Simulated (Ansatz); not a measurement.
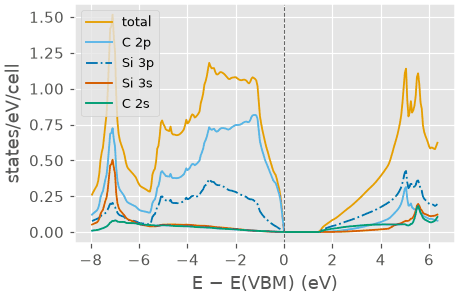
Figure. Total and projected density of states of SiC (zinc blende, F-43m), PBE in the plane-wave PAW code Ansatz

Task: Which orbitals carry the states next to the gap?

Result: Top 1 eV of the valence band: C 2p 82 %, Si 3p 14 %. Bottom 1 eV of the conduction band: Si 3p 50 %, C 2s 28 %, C 2p 6 %, outside the projected shells 15 %. Projections are on Löwdin-orthogonalised atomic valence shells; empty p or d shells of many metals are not among them.

Task: Where is the tallest occupied peak in this window, and what makes it?

Result: Near -7.1 eV, about 1.5 states/eV per cell; the largest projected share is C 2p.

The cell was relaxed with PBE under the symmetry of its start.

Potentials: the earlier of the program's two PAW sets.
